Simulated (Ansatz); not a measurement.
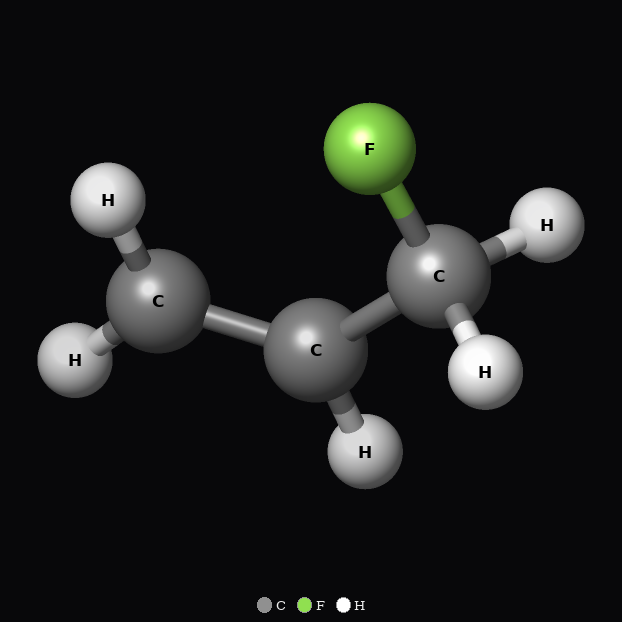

Computed geometry: PBE0-D4/def2-TZVP optimisation.

Identify the structure.

The molecule is C₃H₅F. Its SMILES string is `C=CCF`. It has no ring. Among its groups: alkene, C–F bond. This geometry has Cs symmetry. Coordination: 2 C trigonal planar; 1 C tetrahedral.

More results for the same structure follow; atom numbers are the same in all pictures, views and colours differ.

### Geometry

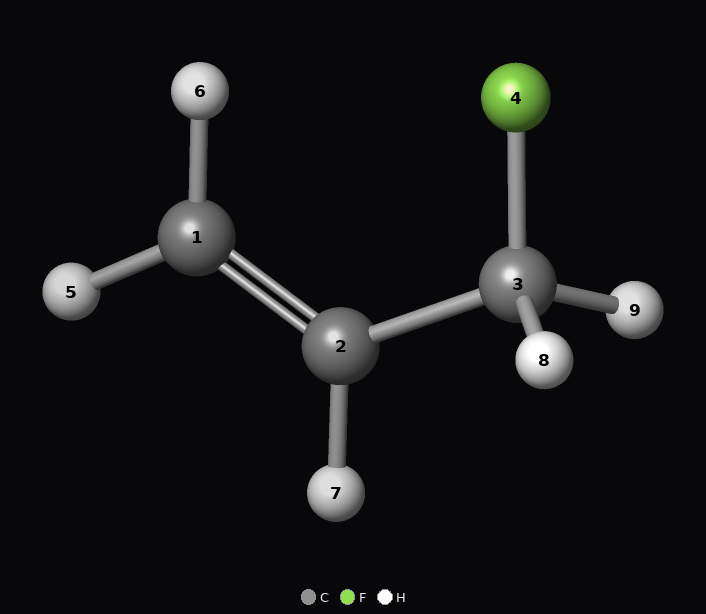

The atoms are numbered.

Give these bond angles: C2–C1–H5, C2–C1–H6, C1–C2–C3, C1–C2–H7, C3–C2–H7, C2–C3–F4, C2–C3–H8, F4–C3–H8.

```
   angle  degrees
C2–C1–H5    121.1
C2–C1–H6    121.1
C1–C2–C3    124.9
C1–C2–H7    120.6
C3–C2–H7    114.5
C2–C3–F4    112.0
C2–C3–H8    110.6
F4–C3–H8    107.9
```

### Dipole moment

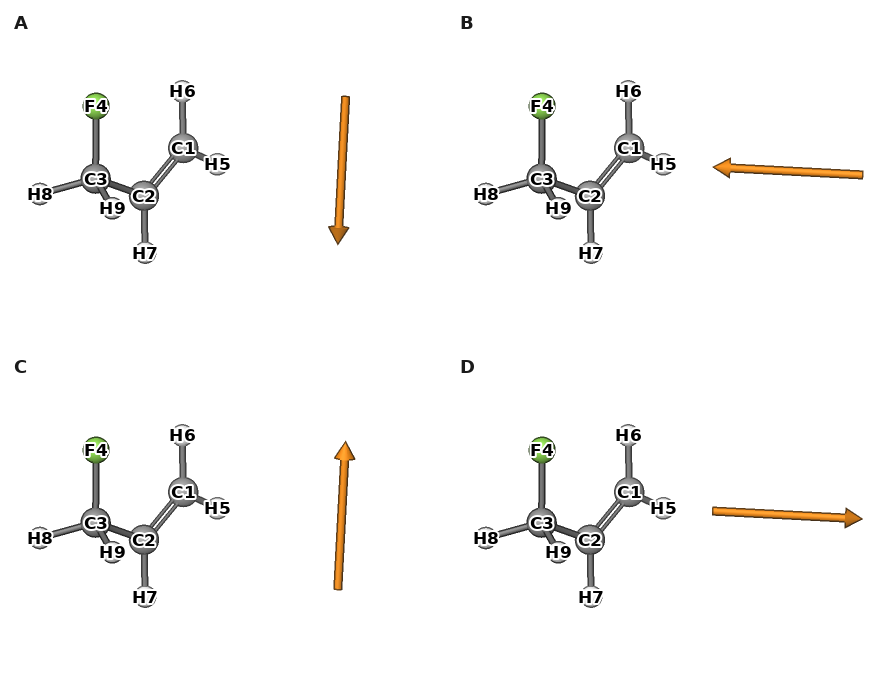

The same molecule four times, each with an arrow. Level of theory: RKS r2SCAN-D4/def2-TZVPP (Ansatz 0.2.0).

Which arrow points along the dipole moment, from the negative to the positive end?

A. The dipole moment is 1.66 D; it points from the side of F4, H6 to the side of H7 (the outermost atoms at the two ends).

### Levels of theory compared

Program: Ansatz 0.2.0.

Tabulate HOMO energy (eV) at these levels: B3LYP-D4/def2-TZVPP; B97M-V/def2-TZVPP; BHLYP-D4/def2-TZVPP; CAM-B3LYP-D4/def2-TZVPP; HSE06 (plane-wave form)-D4/def2-TZVPP; r2SCAN-D4/def2-TZVPP; r2SCAN0-D4/def2-TZVPP; r2SCANh-D4/def2-TZVPP.

```csv
level,HOMO energy (eV)
B3LYP-D4/def2-TZVPP,−7.46
B97M-V/def2-TZVPP,−6.73
BHLYP-D4/def2-TZVPP,−8.69
CAM-B3LYP-D4/def2-TZVPP,−9.05
HSE06 (plane-wave form)-D4/def2-TZVPP,−7.28
r2SCAN-D4/def2-TZVPP,−6.73
r2SCAN0-D4/def2-TZVPP,−7.83
r2SCANh-D4/def2-TZVPP,−7.17
```

### Thermal motion

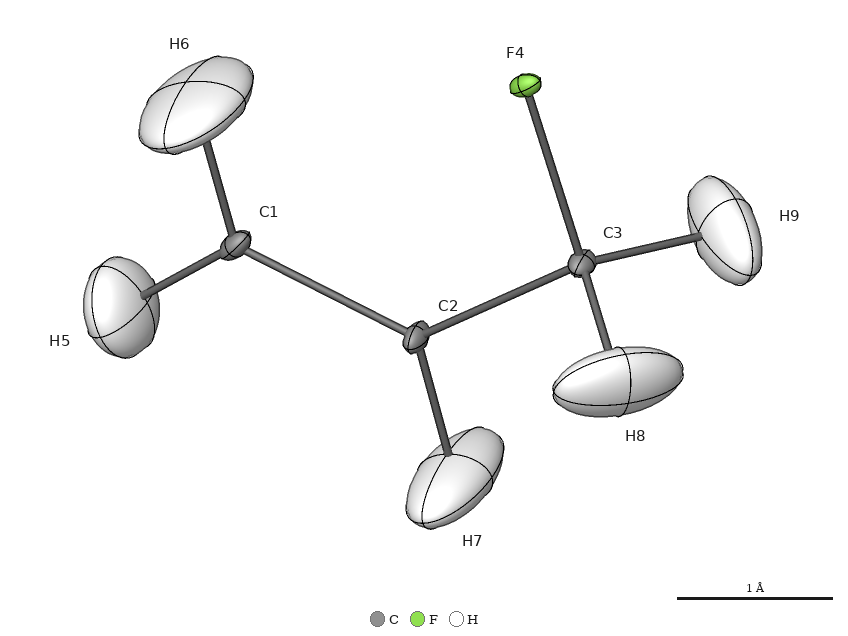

Displacement ellipsoids at the 50 % level, enlarged 1.5 times, from the internal vibrations of the free molecule (harmonic, no overall translation or rotation; no half-axis is drawn under 0.075 Å). Vibrations computed with RKS PBE0-D4/def2-TZVP (Ansatz 0.2.0). Temperature: 298 K.

Which atom has the largest mean-square displacement?

H6, with U_eq = 0.0259 Å².

Does H7 move more along its bond or across it?

Across it: the root-mean-square amplitude is 0.079 Å along the bond and up to 0.227 Å across, since bending and torsion are softer than stretching.

List U_eq and the three principal root-mean-square amplitudes for each kind of atom.

```csv
atom,U_eq (Å²),rms amplitudes (Å)
C1,0.0020,"0.024, 0.043, 0.060"
C2,0.0020,"0.029, 0.038, 0.060"
C3,0.0017,"0.029, 0.037, 0.053"
F4,0.0014,"0.021, 0.032, 0.052"
H5,0.0163,"0.087, 0.138, 0.150"
H6,0.0259,"0.077, 0.158, 0.217"
H7,0.0238,"0.079, 0.116, 0.227"
"H8, H9",0.0190,"0.081, 0.114, 0.193"
```
